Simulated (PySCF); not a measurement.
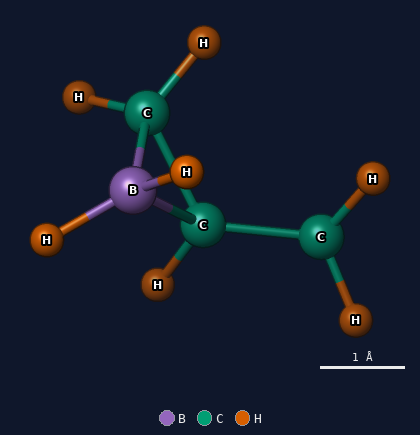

*The structure as given in the input (ball-and-stick view, seen at a tilt).*

Bond lengths as drawn: B–C 1.58 to 1.69 Å, B–H 1.20 Å, C–C 1.43 to 1.51 Å and C–H 1.08 to 1.09 Å.

# EPR calculation, with input and output: C3H7B (charge −1)

The run: EPR calculation of C3H7B, charge −1, multiplicity 2. Method and program: UKS B3LYP, pcH-1 on B C H, non-relativistic, mean-field spin-orbit, GIAO (PySCF 2.14.0).

It belongs to a series of runs on one base structure; here: electron added.

The program's output
```
UKS, coarse grid
  cycle   1  E = -143.23083412  |g| = 4.09e-01
  cycle   2  E = -143.14978279  |g| = 5.73e-01
  cycle   3  E = -143.34106565  |g| = 7.00e-02
  cycle   4  E = -143.34311226  |g| = 2.68e-02
  cycle   5  E = -143.34347707  |g| = 7.81e-03
  cycle   6  E = -143.34351001  |g| = 3.07e-03
  cycle   7  E = -143.34351696  |g| = 1.12e-03
  cycle   8  E = -143.34351824  |g| = 4.13e-04
UKS, final grid
  cycle   1  E = -143.34351181  |g| = 5.00e-04
  cycle   2  E = -143.34351170  |g| = 7.01e-04
  cycle   3  E = -143.34351194  |g| = 3.93e-05
  cycle   4  E = -143.34351194  |g| = 2.40e-05
E = -143.34351194 Eh   <S^2> = 0.7542 (exact 0.7500)
g shifts (ppm)      1          2          3
  rmc          -135       -135       -135
  gc              9         23          8
  oz_so          28        554        967
  total         -98        441        839
hyperfine (MHz)  atom isotope    a_iso     a_fc   dipolar eigenvalues
    0   11B      45.54      45.54    -13.16    -12.50     25.66
    1   13C      25.89      25.89     -4.01     -2.86      6.86
    2   13C     -21.92     -21.92    -12.96     -9.71     22.67
    3   13C     103.23     103.23    -59.40    -59.03    118.43
    4    1H     -11.02     -11.02     -6.44     -2.34      8.78
    5    1H       5.72       5.72     -6.63     -1.19      7.83
    6    1H       2.85       2.85     -3.67     -1.66      5.33
    7    1H      16.52      16.52     -2.34     -1.82      4.16
    8    1H      19.34      19.34     -5.91     -2.62      8.53
    9    1H     -26.60     -26.60    -27.62     -0.52     28.14
   10    1H     -22.09     -22.09    -27.96     -0.45     28.41
```

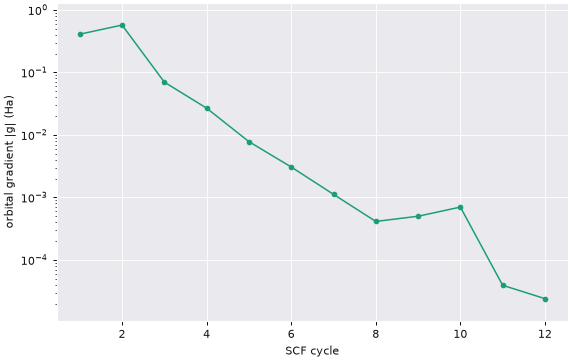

*Convergence of the self-consistent field: orbital gradient |g| against the SCF cycle.*

All cycles printed in the log are drawn one after another.

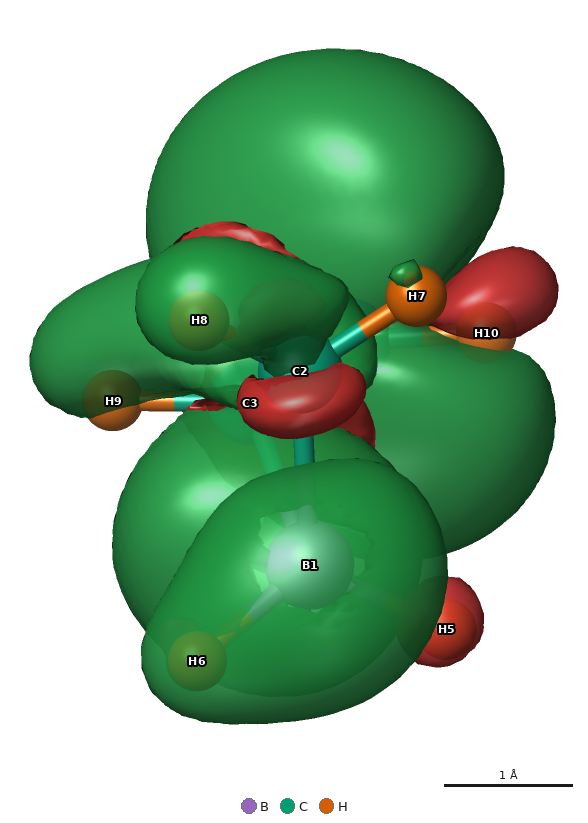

*Isosurfaces of the spin density at +0.004 (green) and −0.004 e/Å³ (red), seen at an oblique angle.*

The unpaired spin (1 electron) lies mostly on C4 (about 0.6), B1 (about 0.1) and C3 (about 0.1), in electrons by Hirshfeld's partition.

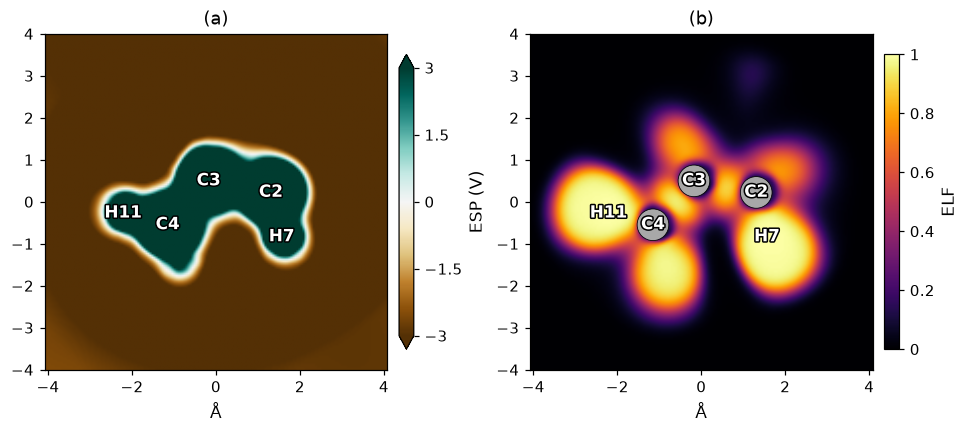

*(a) molecular electrostatic potential; (b) ELF on the plane of atoms C3, C4 and H11. Grey discs, where drawn, cover atomic cores.*

The plane passes through C and H nuclei.

This output came from the following input.

The input
```
{"job": {"kind": "epr", "basis": "pcH-1"}, "charge": -1, "multiplicity": 2}
B     -1.218722    -0.078620     0.480589
C     -0.503632     0.589274    -0.759167
C      0.341950    -0.449182    -0.062638
C      1.544851    -0.117803     0.636444
H     -1.314044     0.535322     1.506421
H     -2.039069    -0.942388     0.303799
H     -0.111024     1.603549    -0.694171
H     -0.770818     0.350400    -1.791189
H      0.391648    -1.415404    -0.573398
H      1.602056     0.843025     1.135930
H      2.082227    -0.915504     1.146209
```

The first line tells a small driver script what to run in PySCF; the rest is the geometry in Å.

Launch command:
```bash
OMP_NUM_THREADS=1 python <driver script> task.json out
```

Summary

- outcome: converged
- total energy: −143.343512 hartree
- ⟨S²⟩: 0.754
- isotropic g: 2.0027
- hardware: 1 CPU thread, shared host
- wall time: 39 s
- peak memory: 0.69 GiB
